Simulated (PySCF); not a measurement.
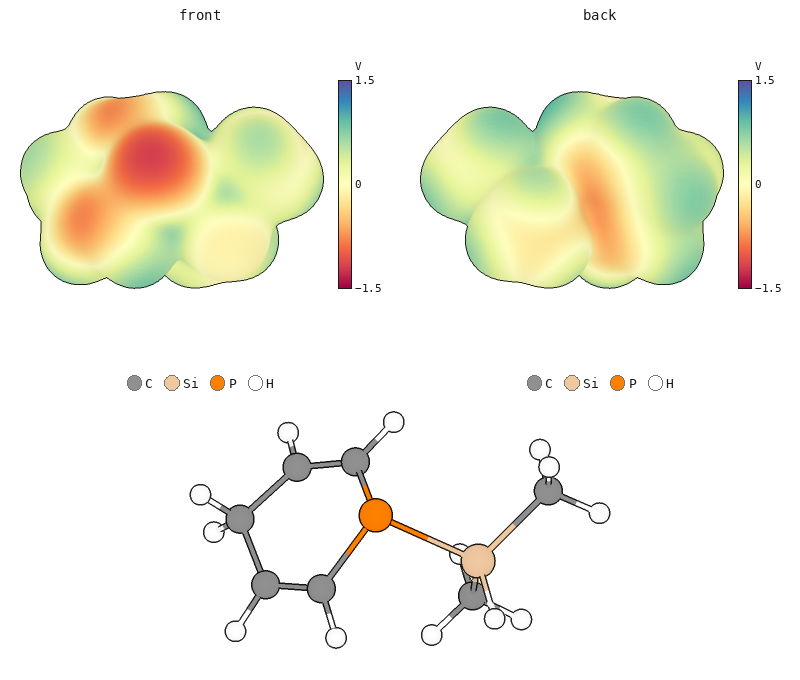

*C7H13PSi (SMILES C[SiH](C)P1C=CCC=C1). The molecular electrostatic potential painted on the density surface at 0.002 e/bohr³, seen from the front and from behind; red is negative and blue positive. The bare structure is drawn below in the same view.*

Geometry: GFN2-xTB.

These are results of PBE0/pcSseg-1, SCF density, gas phase, non-relativistic (PySCF 2.14.0), not measurements.

Input file:

```
{"job": {"kind": "nmr", "xc": "PBE0", "basis": "pcSseg-1"}, "charge": 0, "multiplicity": 1}
C     -2.818583     1.155070    -0.886233
Si    -1.675998    -0.331565    -0.560500
C     -1.730173    -0.800523     1.289449
P      0.410876     0.191254    -1.270311
C      1.233830    -1.280896    -0.631157
C      2.267938    -1.256941     0.198734
C      2.901682    -0.010525     0.739366
C      1.945999     1.140207     0.839177
C      0.881571     1.309479     0.066260
H     -2.580511     1.993973    -0.239047
H     -2.734235     1.495439    -1.913235
H     -3.854331     0.885294    -0.708853
H     -2.104728    -1.481855    -1.378422
H     -2.728399    -1.086903     1.606536
H     -1.062038    -1.632645     1.492121
H     -1.408550     0.032626     1.909424
H      0.843358    -2.220660    -1.000416
H      2.710888    -2.186633     0.535438
H      3.739803     0.276525     0.089380
H      3.327810    -0.217208     1.725826
H      2.173003     1.864334     1.612509
H      0.250379     2.181536     0.181047
```

Launched as:

```sh
OMP_NUM_THREADS=1 python probes_run.py task.json out
```

> Describe the electrostatic potential map.

The most negative region (about −1.1 V, or −25 kcal/mol for a unit charge) lies over P4, the most positive (about +0.9 V, or +21 kcal/mol for a unit charge) over Si2 and H22.

> What dipole moment does the calculation give?

Its dipole moment is 1.63 D.
